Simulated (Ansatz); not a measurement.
Band structure of Rb₂TcF₆ (P-3m1, 9 atoms in the cell).

```
CELL_PARAMETERS angstrom
      5.87047     0.00000     0.00000
     -2.93524     5.08398     0.00000
      0.00000     0.00000     4.69618
ATOMIC_POSITIONS crystal
  Tc 0.00000 0.00000 0.00000
  F  0.31370 0.15685 0.22290
  F  0.84315 0.15685 0.22290
  F  0.84315 0.68630 0.22290
  F  0.15685 0.31370 0.77710
  F  0.15685 0.84315 0.77710
  F  0.68630 0.84315 0.77710
  Rb 0.33333 0.66667 0.30030
  Rb 0.66667 0.33333 0.69970
```

Method: PBEsol, default PAW files made with PBE (plane waves; Ansatz, a quantum-chemistry and plane-wave program).

Settings: kpoints.mp_grid.grid = 5 5 5; hamiltonian.xc = pbesol; hamiltonian.pseudopotentials = {kind: paw} (the program's default PAW files); scf.occupations.method = methfessel_paxton; scf.occupations.width = 0.05 eV; kpoints.band_path.npoints = 6.

The starting cell comes from a database of published, mostly measured structures (it also holds non-ambient and calculated ones), without a prior relaxation at this level. Its lattice was rescaled by a random factor within 2.5 % of one. Spin polarisation is off; with an odd number of electrons in the cell that forces a metal, and a magnetic state may lie lower.

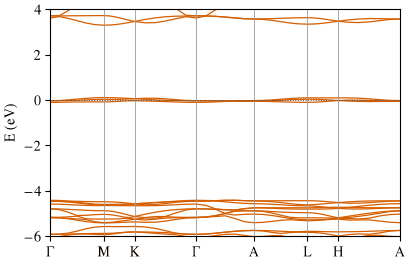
*Bands along the path, energies from the Fermi level.*

Levels in eV from the Fermi level, bands 35 to 42:
```
point     35     36     37     38     39    40    41    42
-----  -----  -----  -----  -----  -----  ----  ----  ----
Γ      -4.46  -4.42  -0.10  -0.03  -0.03  3.62  3.71  3.71
M      -4.60  -4.48  -0.08   0.03   0.11  3.30  3.72  5.57
K      -4.57  -4.57  -0.03   0.06   0.06  3.47  3.47  6.13
A      -4.44  -4.44  -0.06  -0.06  -0.02  3.57  3.57  5.88
L      -4.62  -4.43  -0.10   0.04   0.10  3.35  3.63  6.29
H      -4.52  -4.52  -0.02  -0.02   0.10  3.48  3.48  6.80
```

Bands cross the Fermi level along this path, so the cell is metallic at this level.

Keys are those of Ansatz 0.2.
